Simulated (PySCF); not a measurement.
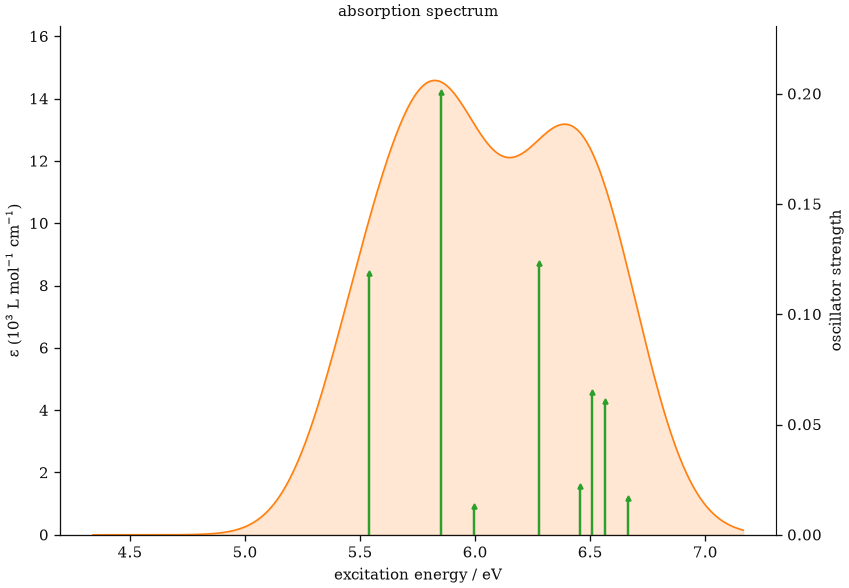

Computed absorption of C₄H₉PSi, SMILES C=C[C@@H]1P[C@@H]1[SiH3]. Vertical TDDFT excitations, B3LYP/def2-SVPD, PySCF 2.14.0, at a GFN2-xTB geometry (no frequency check), gas phase. Only the first 8 singlet excitations are included; each is broadened by a Gaussian of 1/e half-width 0.30 eV. Sticks give oscillator strengths (right axis).

Where is the maximum of the broadened curve, and how high is it?

Answer. At about 5.8 eV (213 nm), with ε near 15000 L mol⁻¹ cm⁻¹.

Which of the computed transitions is the brightest, and what character does the calculation give it?

Answer. S2 at 5.85 eV (212 nm), f = 0.201, mainly HOMO → LUMO+1 (52 %).

Does any vertical transition fall in the visible?

Answer. No singlet lies below 3.1 eV (beyond 400 nm), so at this level no vertical transition falls in the visible.

Caveats: states above the negative HOMO energy depend on the basis; the tight-binding geometry is rougher than a DFT one and adds to the error; one conformer of a flexible molecule; core orbitals are frozen in the response.
